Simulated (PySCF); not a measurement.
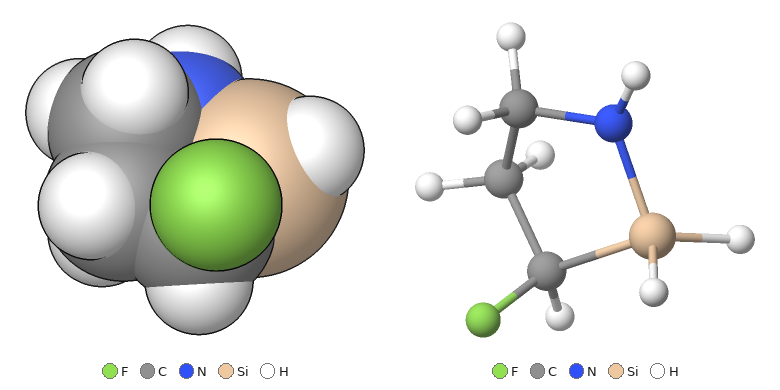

Two views of one molecule.

The geometry was computed by an optimisation with GFN2-xTB. No frequency run is at hand to confirm it as a minimum.

Which formula does it have?

Answer. C3H8FNSi, 14 atoms: 3 carbon, 8 hydrogen, 1 fluorine, 1 nitrogen and 1 silicon.

Count the bonded pairs by element.

Answer. 5 C–H, 2 C–C, 2 Si–H, 1 C–F, 1 C–N, 1 N–Si, 1 C–Si, 1 N–H.

The parts below concern this one geometry. Atoms keep their numbers from picture to picture.

## Polarisability

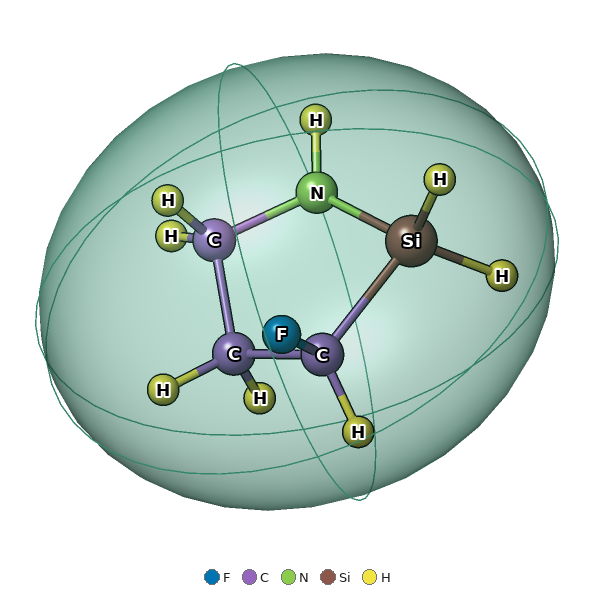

The ellipsoid shows the static dipole polarisability: its half-axes are proportional to the principal values. No frequency run is at hand to confirm it as a minimum. Level of theory: PBE0/def2-SVPD (PySCF 2.14.0).

Give the principal values, the mean and the anisotropy.

Answer. Principal values 60.9, 66.6, 75.5 bohr³; mean 67.7 bohr³ (10.03 Å³); anisotropy 12.7 bohr³, so the longest axis is 1.24 times the shortest.

## Excitation

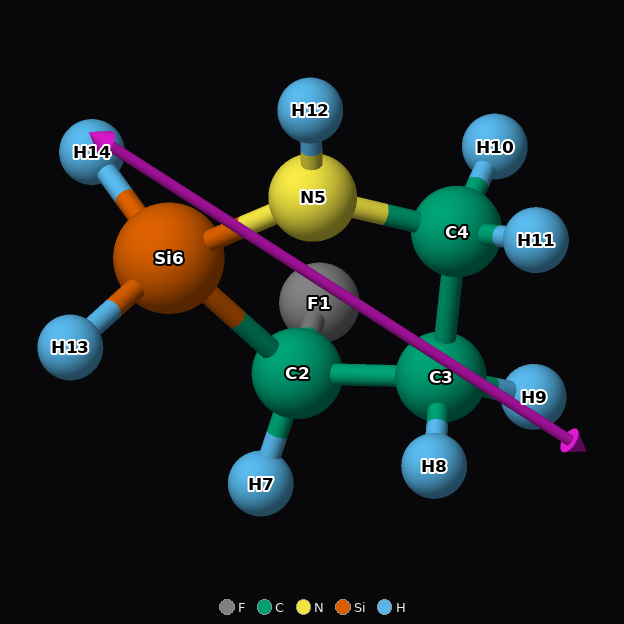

The double arrow shows the direction of the transition dipole to excited singlet state 6 (its length means nothing). No frequency run is at hand to confirm it as a minimum. Level of theory: TDDFT PBE0/def2-SVPD, vertical, gas phase, core orbitals frozen in the response (PySCF 2.14.0).

How is the transition polarised?

Answer. Nearly parallel to the C2–Si6 bond.

Where does the transition lie, and how strong is it?

Answer. 7.36 eV (169 nm), oscillator strength 0.060, mainly HOMO−1 → LUMO (weight 0.67); transition dipole 1.47 D.

## Core levels

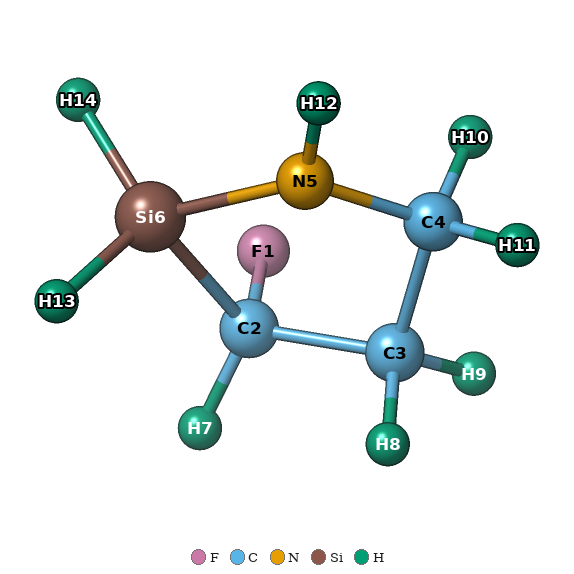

No frequency run is at hand to confirm it as a minimum. Method: delta-SCF UKS SCAN, pcX-2 on the ionised atom, pcseg-1 elsewhere, spin-free X2C (PySCF 2.14.0).

Give the core-electron binding energies (to vacuum; p and d levels without spin–orbit splitting) of F1 1s, C2 1s, C3 1s, C4 1s, N5 1s, Si6 1s, Si6 2p.

```
atom  level  binding energy (eV)
  F1     1s                691.8
  C2     1s                292.1
  C3     1s                290.7
  C4     1s                291.5
  N5     1s                404.3
 Si6     1s               1846.5
 Si6     2p                106.9
```

The geometry is semi-empirical. Around Si such bond lengths and angles can be off by a tenth of an ångström or more and by several degrees, and values that hang on the shape move with them.
